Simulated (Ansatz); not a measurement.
**CClSi+: an energy map over two coordinates**

A grid of calculations on CClSi, SMILES [Si+]#CCl, charge +1, to see where the energy is lowest and how it rises around there.

Computed with Ansatz 0.2.0. Level: RKS PBE0-D4/def2-TZVP.

## (1) The system as given

SMILES `[Si+]#CCl`, 3 atoms, charge 1, spin multiplicity 1.

Atoms are counted from 1 here; the program's logs count them from 0.

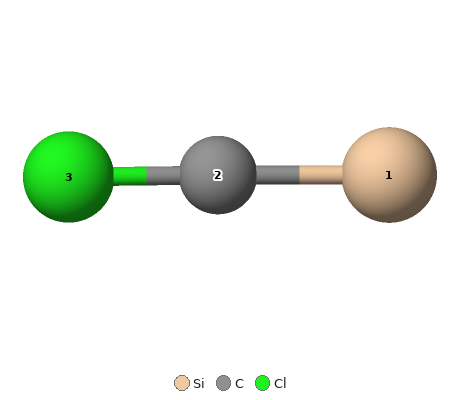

As it starts; silicon light orange, carbon grey, chlorine green; atoms are numbered from 1 in the order of the file.

As a file:

```xyz
3
charge 1, multiplicity 1
Si    0.54902    1.58623    0.47626
C    -0.03039   -0.06799   -0.02379
Cl   -0.51863   -1.51825   -0.45247
```

## (2) Relaxing the molecule

input.yaml reads:

```yaml
crystal:
  periodic: [false, false, false]
  atoms:
    - { symbol: Si, position_ang: [0.549024, 1.586233, 0.476259] }
    - { symbol: C, position_ang: [-0.030388, -0.067987, -0.023786] }
    - { symbol: Cl, position_ang: [-0.518625, -1.518246, -0.452473] }
total_charge: 1
basis:
  gaussian: { orbitals: def2-TZVP }
hamiltonian:
  xc: pbe0
  dispersion: d4
output:
  forces: true
relax:
  f_tol: 0.003
  max_steps: 120
```

Started as:

```
> ansatz run input.yaml --threads 1 --pin off --max-ram 2560MiB --backend cpu --events-out ev --progress --plain --runs-dir out
```

What it wrote:

```text
Warning: RAYON_NUM_THREADS=1 ignored (pool sized by the plan → 1); use --threads N
The last accepted step is kept in <dir> (removed where the run ends without a failure and the disk answers)
Engine: ansatz 0.2.0, aarch64-unknown-linux-gnu
Functional definition: PBE0
  parameter a = 0.25
  parameter kappa = 0.804
  parameter beta = 0.06672455060314922
  exchange = (1 - a)*pbe_x(kappa = kappa, mu = beta*pi^2/3) + a*exact_x
  correlation = pbe_c(beta = beta)
716 factors; their error is unknown
mean field evaluation 1: about -21406.8272 eV, gradient 5.9e1 eV
mean field evaluation 2: about -21381.4963 eV, gradient 9.6e1 eV
mean field evaluation 4: about -21416.2833 eV, gradient 5.2e0 eV
mean field evaluation 8: about -21416.3476 eV, gradient 1.2e-1 eV
mean field evaluation 16: about -21416.4192 eV, gradient 6.1e-5 eV
mean field evaluation 32: about -21416.4230 eV, gradient 3.4e-2 eV
mean field -21416.41924635 eV, -787.0388907329 hartree, gradient 3.0e-10 eV, S^2 0.000000; 1 other end points of the search recorded, 0 dependent functions left out
the calculation of the forces begins
reference -21416.41926860 eV, -787.0388915507 hartree; 18, 18 occupied and 87, 87 virtual orbitals, 716 factors
relax step   1: F+E_penalty+E_count = -21416.47667593 eV  Δ(F+E_penalty+E_count) = +0.000e0 eV  max|allowed force component| = 9.578e-1 eV/Å  Δτ_max = 0.0000 Å  (257 SCF iters, accepted)
these checks for a lower state are left out or cut short: starts, cluster_reference, orbital_swaps, neighbouring_geometries, increment
716 factors; their error is unknown
mean field evaluation 64: about -21416.4391 eV, gradient 2.3e-5 eV
mean field -21416.43913335 eV, -787.0396215667 hartree, gradient 2.4e-6 eV, S^2 0.000000; 0 other end points of the search recorded, 0 dependent functions left out
the calculation of the forces begins
reference -21416.43915552 eV, -787.0396223814 hartree; 18, 18 occupied and 87, 87 virtual orbitals, 716 factors
relax step   2: F+E_penalty+E_count = -21416.49684589 eV  Δ(F+E_penalty+E_count) = -2.017e-2 eV  max|allowed force component| = 5.534e-1 eV/Å  Δτ_max = 0.0163 Å  (50 SCF iters, accepted)
these checks for a lower state are left out or cut short: starts, cluster_reference, orbital_swaps, neighbouring_geometries, increment
716 factors; their error is unknown
mean field -21416.44632043 eV, -787.0398856870 hartree, gradient 2.5e-6 eV, S^2 0.000000; 0 other end points of the search recorded, 0 dependent functions left out
the calculation of the forces begins
reference -21416.44634249 eV, -787.0398864979 hartree; 18, 18 occupied and 87, 87 virtual orbitals, 716 factors
relax step   3: F+E_penalty+E_count = -21416.50432493 eV  Δ(F+E_penalty+E_count) = -7.479e-3 eV  max|allowed force component| = 3.449e-2 eV/Å  Δτ_max = 0.0165 Å  (52 SCF iters, accepted)
these checks for a lower state are left out or cut short: starts, cluster_reference, orbital_swaps, neighbouring_geometries, increment
716 factors; their error is unknown
mean field evaluation 96: about -21416.4464 eV, gradient 2.7e-6 eV
mean field -21416.44636712 eV, -787.0398874028 hartree, gradient 2.7e-6 eV, S^2 0.000000; 0 other end points of the search recorded, 0 dependent functions left out
the calculation of the forces begins
reference -21416.44638919 eV, -787.0398882139 hartree; 18, 18 occupied and 87, 87 virtual orbitals, 716 factors
relax step   4: F+E_penalty+E_count = -21416.50435635 eV  Δ(F+E_penalty+E_count) = -3.142e-5 eV  max|allowed force component| = 6.726e-3 eV/Å  Δτ_max = 0.0009 Å  (53 SCF iters, accepted)
these checks for a lower state are left out or cut short: starts, cluster_reference, orbital_swaps, neighbouring_geometries, increment
716 factors; their error is unknown
mean field -21416.44639511 eV, -787.0398884317 hartree, gradient 3.4e-10 eV, S^2 0.000000; 0 other end points of the search recorded, 0 dependent functions left out
the calculation of the forces begins
reference -21416.44641719 eV, -787.0398892428 hartree; 18, 18 occupied and 87, 87 virtual orbitals, 716 factors
relax step   5: F+E_penalty+E_count = -21416.50438403 eV  Δ(F+E_penalty+E_count) = -2.768e-5 eV  max|allowed force component| = 3.068e-4 eV/Å  Δτ_max = 0.0043 Å  (142 SCF iters, accepted)
716 factors; their error is unknown
mean field evaluation 128: about -21416.4464 eV, gradient 1.7e-1 eV
mean field evaluation 160: about -21416.4464 eV, gradient 1.3e-10 eV
mean field -21416.44639511 eV, -787.0398884317 hartree, gradient 3.4e-10 eV, S^2 0.000000; 2 other end points of the search recorded, 0 dependent functions left out
the calculation of the forces begins
reference -21416.44641719 eV, -787.0398892428 hartree; 18, 18 occupied and 87, 87 virtual orbitals, 716 factors
Total energy: -21416.50440610 eV, -787.0420202962 hartree
Atom 0 at     0.536298     1.558436     0.466387 Å, force    -0.000153     0.000103    -0.000062 eV/Å
Atom 1 at    -0.023692    -0.068226    -0.020525 Å, force     0.000307    -0.000283     0.000114 eV/Å
Atom 2 at    -0.512596    -1.490210    -0.445862 Å, force    -0.000154     0.000180    -0.000052 eV/Å
Dipole moment:     0.128643     0.373961     0.111891 e Å
```

It took 70 s on 1 thread of Arm Neoverse V2, shared host; peak memory 0.22 GiB.

Along the way:

```
step  energy from step 1 (eV)  largest force component (eV/Å)
   1                   0.0000                          0.9578
   2                  -0.0202                          0.5534
   3                  -0.0276                          0.0345
   4                  -0.0277                          0.0067
   5                  -0.0277                          0.0003
```

Distances of close pairs at the start and the end, largest changes first:

```
  bond  before (Å)  after (Å)  change (Å)
Si1–C2       1.823      1.788      -0.035
C2–Cl3       1.589      1.563      -0.026
```

## (3) Setting up the map

First coordinate, angle Si1–C2–Cl3 (carried through 180): 11 values from 140 to 220 °. Second coordinate, change of the bonds C2–Si1, C2–Cl3, all alike: 11 values from −0.184 to 0.285 Å.

Nothing else is relaxed (all other coordinates rigid). Energies count from the relaxed molecule at the same level. Points are written as (first, second).

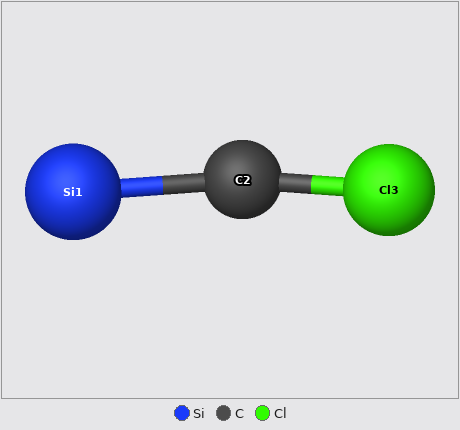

The geometry at (196°, 0.003 Å).

Below, 3 of the grid's runs; all are launched alike.

## (4) Point (180°, 0.003 Å)

input.yaml reads:

```yaml
crystal:
  periodic: [false, false, false]
  atoms:
    - { symbol: Si, position_ang: [0.53727, 1.56126, 0.466852] }
    - { symbol: C, position_ang: [-0.023692, -0.068226, -0.020525] }
    - { symbol: Cl, position_ang: [-0.513506, -1.492858, -0.446986] }
total_charge: 1
basis:
  gaussian: { orbitals: def2-TZVP }
hamiltonian:
  xc: pbe0
  dispersion: d4
output:
  forces: true
```

Started as:

```
> ansatz run input.yaml --threads 1 --pin off --max-ram 2560MiB --backend cpu --events-out ev --progress --plain --runs-dir out
```

What it wrote:

```text
Warning: RAYON_NUM_THREADS=1 ignored (pool sized by the plan → 1); use --threads N
[... 7 set-up lines as earlier in the session ...]
716 factors; their error is unknown
mean field evaluation 1: about -21377.4221 eV, gradient 9.9e1 eV
mean field evaluation 2: about -21061.0818 eV, gradient 2.5e2 eV
mean field evaluation 4: about -21405.6602 eV, gradient 6.0e1 eV
mean field evaluation 8: about -21416.3740 eV, gradient 8.1e-2 eV
mean field evaluation 16: about -21416.4462 eV, gradient 3.2e-5 eV
mean field evaluation 32: about -21416.4400 eV, gradient 1.9e0 eV
mean field -21416.44615131 eV, -787.0398794721 hartree, gradient 2.0e-10 eV, S^2 0.000000; 1 other end points of the search recorded, 0 dependent functions left out
the calculation of the forces begins
reference -21416.44617340 eV, -787.0398802839 hartree; 18, 18 occupied and 87, 87 virtual orbitals, 716 factors
Total energy: -21416.50410927 eV, -787.0420093877 hartree
Atom 0 at     0.537270     1.561260     0.466852 Å, force    -0.022060    -0.063533    -0.018896 eV/Å
Atom 1 at    -0.023692    -0.068226    -0.020525 Å, force    -0.017596    -0.052432    -0.015941 eV/Å
Atom 2 at    -0.513506    -1.492858    -0.446986 Å, force     0.039656     0.115965     0.034836 eV/Å
Dipole moment:     0.130715     0.379980     0.113706 e Å
```

Run time: 27 s. Hardware: 1 thread of Arm Neoverse V2, shared host; peak memory 0.21 GiB.

Energy on the map's scale: 0.00 eV.

## (5) Point (196°, 0.003 Å)

input.yaml reads:

```yaml
crystal:
  periodic: [false, false, false]
  atoms:
    - { symbol: Si, position_ang: [0.55389, 1.609537, 0.222266] }
    - { symbol: C, position_ang: [-0.023692, -0.068226, -0.020525] }
    - { symbol: Cl, position_ang: [-0.489414, -1.422876, -0.652498] }
total_charge: 1
basis:
  gaussian: { orbitals: def2-TZVP }
hamiltonian:
  xc: pbe0
  dispersion: d4
output:
  forces: true
```

Started as:

```
> ansatz run input.yaml --threads 1 --pin off --max-ram 2560MiB --backend cpu --events-out ev --progress --plain --runs-dir out
```

What it wrote:

```text
Warning: RAYON_NUM_THREADS=1 ignored (pool sized by the plan → 1); use --threads N
[... 7 set-up lines as earlier in the session ...]
716 factors; their error is unknown
mean field evaluation 1: about -21393.0571 eV, gradient 8.6e1 eV
mean field evaluation 2: about -21272.3050 eV, gradient 1.6e2 eV
mean field evaluation 4: about -21411.5758 eV, gradient 4.1e1 eV
mean field evaluation 8: about -21416.3396 eV, gradient 1.5e-1 eV
mean field evaluation 16: about -21416.4119 eV, gradient 2.6e-4 eV
mean field evaluation 32: about -21416.3599 eV, gradient 4.6e0 eV
mean field -21416.41191891 eV, -787.0386214546 hartree, gradient 2.3e-6 eV, S^2 0.000000; 1 other end points of the search recorded, 0 dependent functions left out
the calculation of the forces begins
reference -21416.41194084 eV, -787.0386222606 hartree; 18, 18 occupied and 87, 87 virtual orbitals, 716 factors
Total energy: -21416.47013092 eV, -787.0407607063 hartree
Atom 0 at     0.553890     1.609537     0.222266 Å, force    -0.056864    -0.164591     0.117041 eV/Å
Atom 1 at    -0.023692    -0.068226    -0.020525 Å, force     0.065946     0.190279    -0.279513 eV/Å
Atom 2 at    -0.489414    -1.422876    -0.652498 Å, force    -0.009082    -0.025688     0.162473 eV/Å
Dipole moment:     0.135983     0.395277     0.122827 e Å
```

Run time: 4.4 s. Hardware: 1 thread of Arm Neoverse V2, shared host; peak memory 0.21 GiB.

Energy on the map's scale: 0.034 eV.

## (6) Grid point (220°, 0.285 Å)

input.yaml reads:

```yaml
crystal:
  periodic: [false, false, false]
  atoms:
    - { symbol: Si, position_ang: [0.649246, 1.886527, -0.172653] }
    - { symbol: C, position_ang: [-0.023692, -0.068226, -0.020525] }
    - { symbol: Cl, position_ang: [-0.510799, -1.485321, -1.101497] }
total_charge: 1
basis:
  gaussian: { orbitals: def2-TZVP }
hamiltonian:
  xc: pbe0
  dispersion: d4
output:
  forces: true
```

Started as:

```
> ansatz run input.yaml --threads 1 --pin off --max-ram 2560MiB --backend cpu --events-out ev --progress --plain --runs-dir out
```

What it wrote:

```text
Warning: RAYON_NUM_THREADS=1 ignored (pool sized by the plan → 1); use --threads N
[... 7 set-up lines as earlier in the session ...]
716 factors; their error is unknown
mean field evaluation 1: about -21399.1240 eV, gradient 6.4e1 eV
mean field evaluation 2: about -21268.4542 eV, gradient 1.6e2 eV
mean field evaluation 4: about -21406.4142 eV, gradient 5.4e1 eV
mean field evaluation 8: about -21414.5510 eV, gradient 1.4e-1 eV
mean field evaluation 16: about -21414.6230 eV, gradient 1.1e-3 eV
mean field evaluation 32: about -21414.8575 eV, gradient 9.6e-4 eV
mean field -21414.85750500 eV, -786.9814977969 hartree, gradient 3.0e-6 eV, S^2 0.000000; 2 other end points of the search recorded, 0 dependent functions left out
the calculation of the forces begins
reference -21414.85752925 eV, -786.9814986880 hartree; 18, 18 occupied and 87, 87 virtual orbitals, 716 factors
Total energy: -21414.91202585 eV, -786.9835014014 hartree
Atom 0 at     0.649246     1.886527    -0.172653 Å, force    -0.848211    -2.463908     0.179112 eV/Å
Atom 1 at    -0.023692    -0.068226    -0.020525 Å, force    -0.482244    -1.406629    -3.114154 eV/Å
Atom 2 at    -0.510799    -1.485321    -1.101497 Å, force     1.330455     3.870537     2.935042 eV/Å
Dipole moment:     0.354725     1.030644     0.051082 e Å
```

It took 6.2 s on 1 thread of Arm Neoverse V2, shared host; peak memory 0.18 GiB.

Energy on the map's scale: 1.59 eV.

## (7) All points together

79 points were computed, 42 more follow by symmetry. Energies in eV, from the relaxed molecule at the same level:

```csv
"change of the bonds C2–Si1, C2–Cl3, all alike (Å) ↓, angle Si1–C2–Cl3 (carried through 180) (°) →",140,148,156,164,172,180,188,196,204,212,220
0.285,1.59,1.60,1.61,1.63,1.64,1.64,1.64,1.63,1.61,1.60,1.59
0.238,1.25,1.23,1.23,1.23,1.23,1.24,1.23,1.23,1.23,1.23,1.25
0.191,0.93,0.90,0.88,0.87,0.86,0.86,0.86,0.87,0.88,0.90,0.93
0.144,0.66,0.61,0.57,0.55,0.53,0.53,0.53,0.55,0.57,0.61,0.66
0.097,0.46,0.38,0.32,0.29,0.27,0.26,0.27,0.29,0.32,0.38,0.46
0.050,0.31,0.22,0.15,0.11,0.08,0.08,0.08,0.11,0.15,0.22,0.31
0.003,0.24,0.15,0.08,0.03,0.01,0.00,0.01,0.03,0.08,0.15,0.24
−0.044,0.32,0.22,0.15,0.10,0.08,0.07,0.08,0.10,0.15,0.22,0.32
−0.090,0.58,0.47,0.40,0.35,0.33,0.32,0.33,0.35,0.40,0.47,0.58
−0.137,1.08,0.97,0.89,0.84,0.82,0.81,0.82,0.84,0.89,0.97,1.08
−0.184,1.89,1.76,1.68,1.63,1.61,1.60,1.61,1.63,1.68,1.76,1.89
```

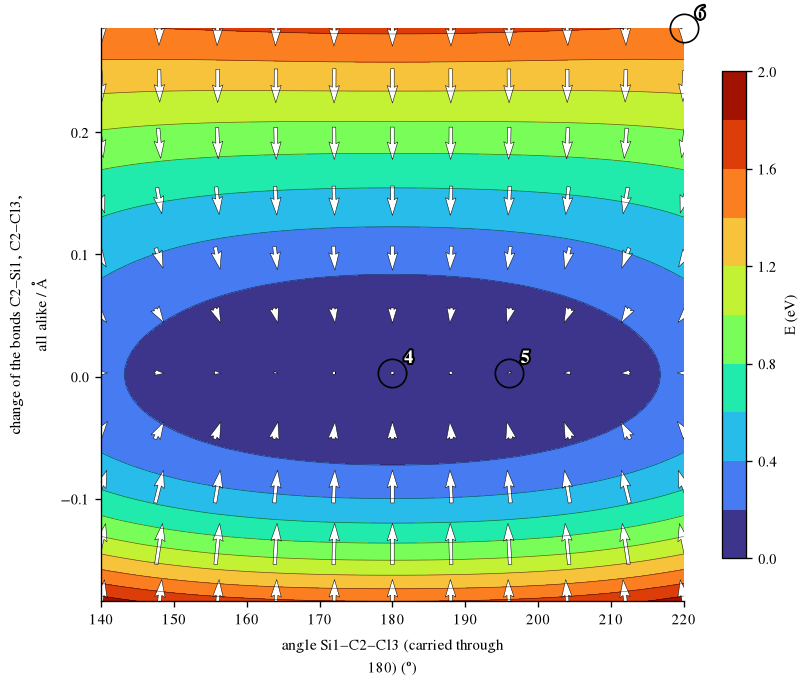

The map; numbers mark the steps of this session that print a point's run. In the figure: filled contours, arrows along the force (downhill), longer where it is stronger. Between grid points the surface is interpolated.

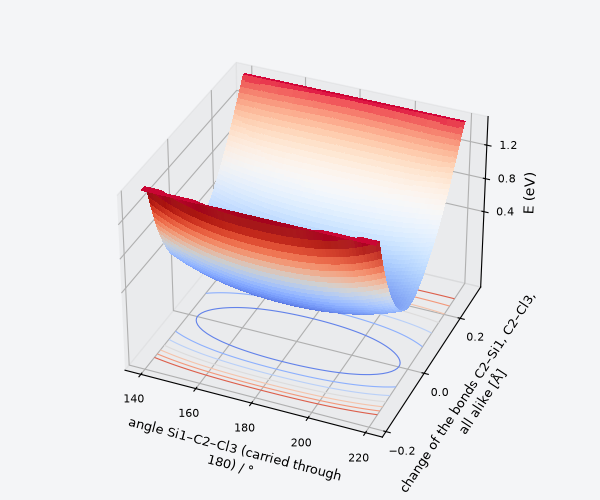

The same map in relief. The picture shows a relief with its contours projected below, any walls above the top of the colour scale cut off. Between grid points the surface is interpolated.

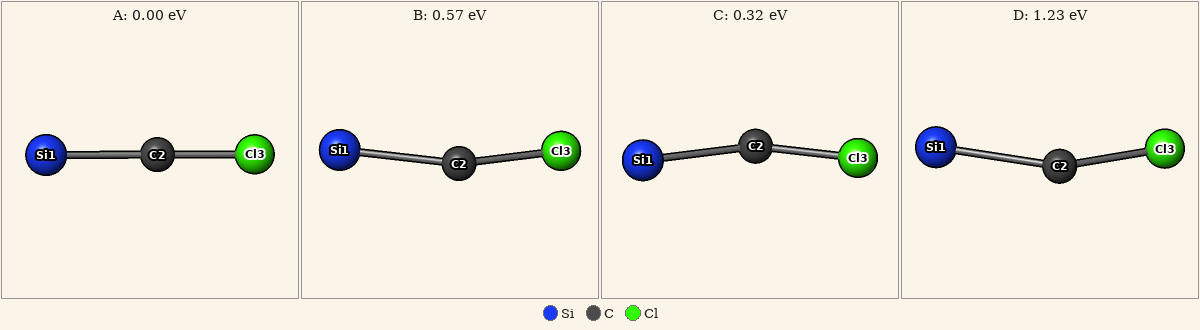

Structures on the grid, at one scale: A at (180°, 0.003 Å); B at (156°, 0.144 Å); C at (204°, 0.097 Å); D at (148°, 0.238 Å).

On the same grid, largest force on an atom (eV/Å):

```
change of the bonds C2–Si1, C2–Cl3, all alike (Å) ↓, angle Si1–C2–Cl3 (carried through 180) (°) →   140   148   156   164   172   180   188   196   204   212   220
                                                                                            0.285   5.0   5.2   5.4   5.4   5.5   5.5   5.5   5.4   5.4   5.2   5.0
                                                                                            0.238   4.7   4.9   5.0   5.1   5.2   5.2   5.2   5.1   5.0   4.9   4.7
                                                                                            0.191   4.2   4.4   4.6   4.7   4.7   4.8   4.7   4.7   4.6   4.4   4.2
                                                                                            0.144   3.5   3.7   3.9   4.0   4.1   4.1   4.1   4.0   3.9   3.7   3.5
                                                                                            0.097   2.5   2.7   2.9   3.0   3.1   3.1   3.1   3.0   2.9   2.7   2.5
                                                                                            0.050   1.7   1.6   1.7   1.8   1.8   1.9   1.8   1.8   1.7   1.6   1.7
                                                                                            0.003   1.2   0.9   0.6   0.3   0.2   0.1   0.2   0.3   0.6   0.9   1.2
                                                                                           −0.044   2.9   2.6   2.4   2.3   2.2   2.1   2.2   2.3   2.4   2.6   2.9
                                                                                           −0.090   5.8   5.5   5.3   5.2   5.1   5.0   5.1   5.2   5.3   5.5   5.8
                                                                                           −0.137   9.7   9.4   9.1   9.0   8.9   8.8   8.9   9.0   9.1   9.4   9.7
                                                                                           −0.184  14.7  14.3  14.1  13.9  13.7  13.7  13.7  13.9  14.1  14.3  14.7
```

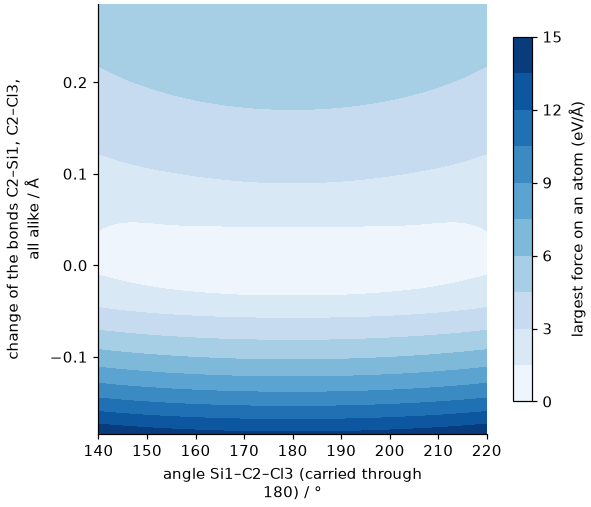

The largest force on an atom over the grid. Drawn: filled contours.

## (8) Outcome

| quantity | value |
| --- | --- |
| lowest point | (180°, 0.003 Å), 0.00 eV |
| highest computed point | (140°, −0.184 Å), 1.89 eV above the lowest |
| largest force on an atom (eV/Å) | 0.1 at (180°, 0.003 Å) to 14.7 at (140°, −0.184 Å); 0.1 at the lowest point |
| time for the whole task | 17 min on 1 thread, shared host |

**Reading.** The lowest computed point is at (180°, 0.003 Å), 0.00 eV from the relaxed molecule at the same level. The grid is coarse, so the lowest point of the scanned range may lie between grid points; coordinates that were held can hide deeper minima. No other kind of well shows on this grid. The highest computed point, (140°, −0.184 Å), lies 1.89 eV above the lowest. Round the minimum the two coordinates are nearly uncoupled.
